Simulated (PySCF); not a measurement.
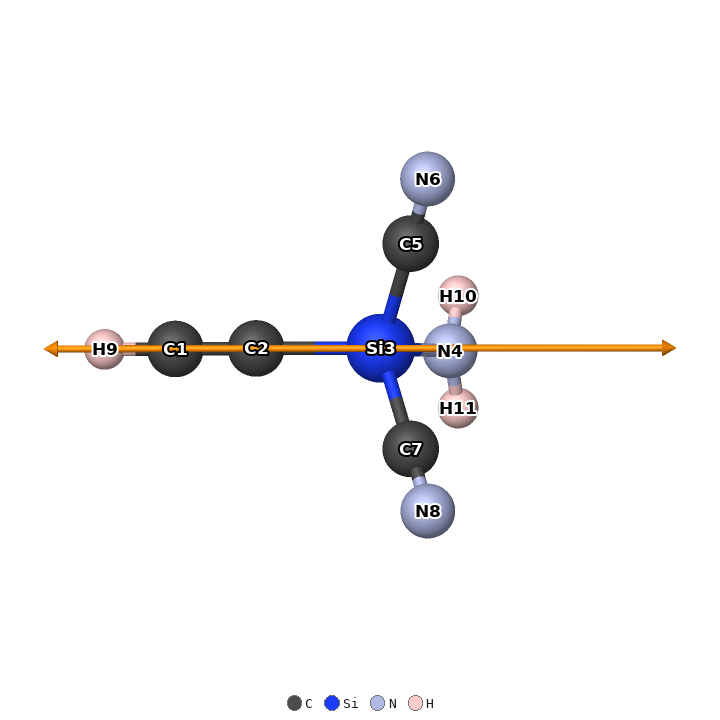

The double arrow shows the direction of the transition dipole to excited singlet state 1 (its length means nothing). Computed geometry: GFN2-xTB optimisation. No frequency run is at hand to confirm it as a minimum. Method: TDDFT PBE0/def2-SVPD, vertical, gas phase, core orbitals frozen in the response (PySCF 2.14.0).

Question: How is the transition polarised?

Answer: Nearly parallel to the C2–Si3 bond.

Question: Where does the transition lie, and how strong is it?

Answer: 5.70 eV (218 nm), oscillator strength 0.034, mainly HOMO → LUMO (weight 0.92); transition dipole 1.25 D.

The geometry is semi-empirical. Around Si such bond lengths and angles can be off by a tenth of an ångström or more and by several degrees, and values that hang on the shape move with them.
